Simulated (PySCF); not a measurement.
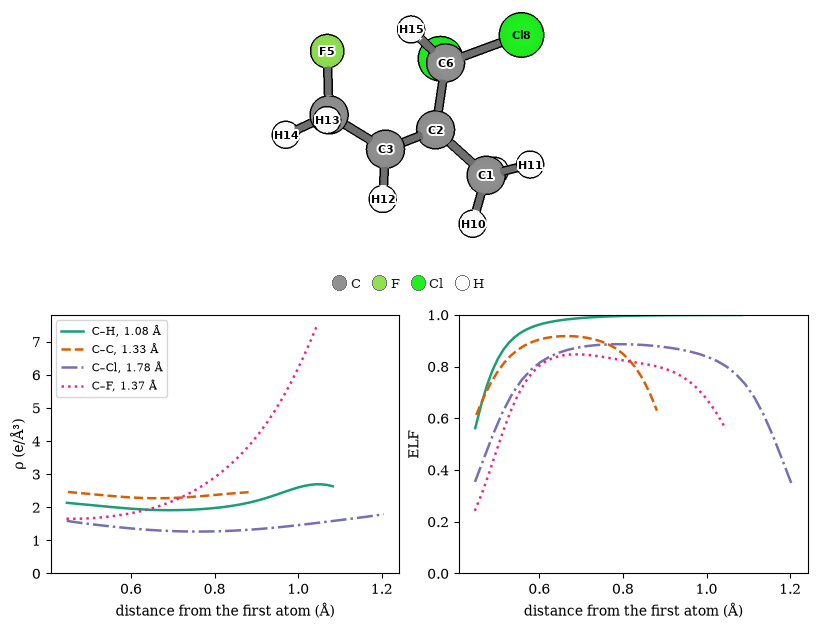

Figure 1: C5H7Cl2F. Electron density and electron localisation function along straight lines between neighbouring atoms. The curves leave out the atomic cores. The structure is drawn too.

Geometry: GFN2-xTB.

All numbers below come from PySCF, PBE0/pcSseg-1, SCF density, gas phase, non-relativistic.

```xyz
15

C    -1.4885   -0.7308   -0.9691
C    -0.3692   -0.0807   -0.2132
C     0.7751   -0.7227    0.0059
C     2.0273   -0.3243    0.7183
F     2.0323    0.9373    1.2545
C    -0.6578    1.3024    0.2765
Cl   -1.9494    1.2376    1.5141
Cl   -1.1966    2.3511   -1.0623
H    -2.4116   -0.6604   -0.3974
H    -1.2707   -1.7756   -1.1670
H    -1.6446   -0.2177   -1.9165
H     0.8694   -1.7291   -0.3822
H     2.8778   -0.3678    0.0253
H     2.2124   -1.0135    1.5527
H     0.1897    1.8022    0.7387
```

What can be read from the curves?

Answer. C–H (1.08 Å): ρ is about 2 e/Å³ halfway; the ELF climbs to about 1 towards the hydrogen, as it does in any bond to H: a covalent bond by its length.
C–C (1.33 Å): the density is about 2.3 e/Å³ at the midpoint; the ELF peaks at about 0.90 between the atoms: a short, multiple covalent bond.
C–Cl (1.78 Å): ρ is about 1.3 e/Å³ halfway; the ELF peaks at about 0.90 between the atoms, as expected for localised, covalent bonding.
C–F (1.37 Å): ρ is about 2.1 e/Å³ halfway, with its minimum of 1.7 e/Å³ about 0.5 Å from C; the ELF peaks at about 0.85 between the atoms: a shared but strongly polarised pair.
